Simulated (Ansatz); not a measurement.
**GaH2ClO (SMILES [OH][GaH][Cl]) at BHLYP/def2-SVPD**

Aim: the vertical ionisation energy of GaH2ClO at BHLYP/def2-SVPD, from 2 runs. 

The results are computed with Ansatz 0.2.0.

50 further runs of the same task are left out: 1 that didn't finish, 49 set aside as unsound or not needed. Runs told in other sessions of the task aren't counted.

## 1. The molecule

GaH2ClO has 5 atoms, charge 0, and is taken as a singlet. As SMILES, `[OH][GaH][Cl]`. Geometry: relaxed at PBE0-D4/def2-TZVP. This is one conformer, not always the lowest.

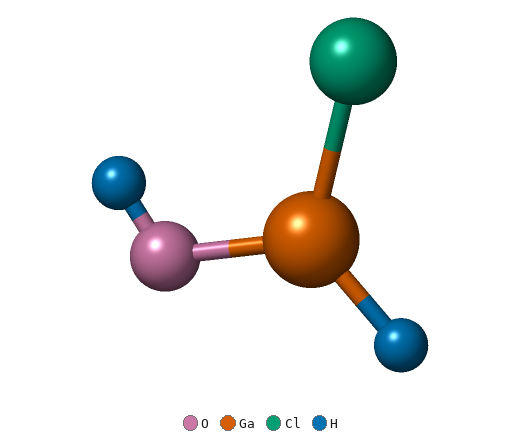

Viewed from a chosen angle; oxygen pink, gallium orange, chlorine teal, hydrogen blue.

## 2. The energy at BHLYP/def2-SVPD

File molecule.yaml:

```yaml
crystal:
  periodic: [false, false, false]
  atoms:
    - {symbol: O, position_ang: [-1.152400, 0.516000, -0.496900]}
    - {symbol: Ga, position_ang: [0.470000, 0.208100, 0.146200]}
    - {symbol: Cl, position_ang: [0.927500, -1.856600, 0.504600]}
    - {symbol: H, position_ang: [-1.672300, -0.281800, -0.622300]}
    - {symbol: H, position_ang: [1.477200, 1.340600, 0.426900]}
basis:
  gaussian: {orbitals: def2-SVPD}
hamiltonian: {xc: {name: BHLYP}}
accuracy: high
output: {orbitals: {seedname: orbitals}}
```

Started as:

```sh
$ ansatz run molecule.yaml --threads 1 --pin off --max-ram 3480MiB --events-out events.jsonl --progress --plain --runs-dir runs
```

Log:

```text
Warning: RAYON_NUM_THREADS=1 ignored (pool sized by the plan → 1); use --threads N
Functional definition: BHLYP
  name "BHLYP"
  parameter a = 0.5
  exchange = (1 - a)*b88_x + a*exact_x
  correlation = lyp_c
1964 factors; integrals over basis functions are off by at most 4.3e-9 eV
mean field evaluation 1: about -66964.1064 eV, gradient 5.1e1 eV
mean field evaluation 2: about -66957.4543 eV, gradient 7.8e1 eV
mean field evaluation 4: about -66968.8088 eV, gradient 2.6e0 eV
mean field evaluation 8: about -66968.9440 eV, gradient 3.7e-1 eV
mean field evaluation 16: about -66968.9443 eV, gradient 4.3e-5 eV
mean field -66968.94428062 eV, -2461.0633091322 hartree, gradient 5.8e-8 eV, S^2 0.000000; 0 other end points of the search recorded, 0 dependent functions left out
reference -66968.94430456 eV, -2461.0633100117 hartree; 29, 29 occupied and 75, 75 virtual orbitals, 1964 factors
Total energy: -66968.94430456 eV, -2461.0633100117 hartree
```

Wall time 16 s (1 thread of Intel Xeon Platinum 8259CL at 2.50GHz (Skylake/Cascade Lake), shared host); peak memory 0.38 GiB.

## 3. The doublet cation at the same level

File input.yaml:

```yaml
crystal:
  periodic: [false, false, false]
  atoms:
    - {symbol: O, position_ang: [-1.152400, 0.516000, -0.496900]}
    - {symbol: Ga, position_ang: [0.470000, 0.208100, 0.146200]}
    - {symbol: Cl, position_ang: [0.927500, -1.856600, 0.504600]}
    - {symbol: H, position_ang: [-1.672300, -0.281800, -0.622300]}
    - {symbol: H, position_ang: [1.477200, 1.340600, 0.426900]}
basis:
  gaussian:
    orbitals: def2-SVPD
total_charge: 1
output: {orbitals: {seedname: orbitals}}
accuracy: high
hamiltonian:
  xc: {name: BHLYP}
magnetization:
  spin_polarized: true
  initial_magnetization: 1
```

Started as:

```sh
$ ansatz run input.yaml --threads 1 --pin off --max-ram 3480MiB --events-out events.jsonl --progress --plain --runs-dir runs
```

Log:

```text
Warning: RAYON_NUM_THREADS=1 ignored (pool sized by the plan → 1); use --threads N
[... 5 set-up lines as earlier in the session ...]
1963 factors; integrals over basis functions are off by at most 4.3e-9 eV
mean field evaluation 1: about -66944.3190 eV, gradient 5.6e1 eV
mean field evaluation 2: about -66875.0337 eV, gradient 1.2e2 eV
mean field evaluation 4: about -66956.0514 eV, gradient 1.2e1 eV
mean field evaluation 8: about -66957.1895 eV, gradient 8.7e-1 eV
mean field evaluation 16: about -66957.3236 eV, gradient 1.8e-1 eV
mean field evaluation 32: about -66957.3270 eV, gradient 3.4e-5 eV
mean field evaluation 64: about -66956.5696 eV, gradient 8.5e0 eV
mean field -66957.32695971 eV, -2460.6363804631 hartree, gradient 9.5e-8 eV, S^2 0.765443; 6 other end points of the search recorded, 0 dependent functions left out
reference -66957.32698505 eV, -2460.6363813943 hartree; 29, 28 occupied and 75, 76 virtual orbitals, 1963 factors
Total energy: -66957.32698505 eV, -2460.6363813943 hartree
```

Wall time 57 s (1 thread of Intel Xeon Platinum 8259CL at 2.50GHz (Skylake/Cascade Lake), shared host); peak memory 0.56 GiB.

## 4. What came out

At BHLYP/def2-SVPD:

| quantity | value |
| --- | --- |
| singlet GaH2ClO: total energy | -2461.06331 Eh |
| singlet GaH2ClO: HOMO energy | -10.36 eV |
| singlet GaH2ClO: LUMO energy | -0.51 eV |
| singlet GaH2ClO: HOMO–LUMO gap | 9.85 eV |
| doublet cation: total energy | -2460.63638 Eh |
| doublet cation: HOMO energy (highest over α and β) | -16.77 eV |
| doublet cation: LUMO energy (lowest over α and β) | -12.89 eV |
| doublet cation: ⟨S²⟩ | 0.765 |
| vertical ionisation energy (to the doublet cation) | 11.617 eV |

In words: Removing an electron at fixed nuclei costs 11.62 eV (1121 kJ/mol). The negative HOMO energy of the first species, 10.36 eV, lies 1.26 eV below that difference.
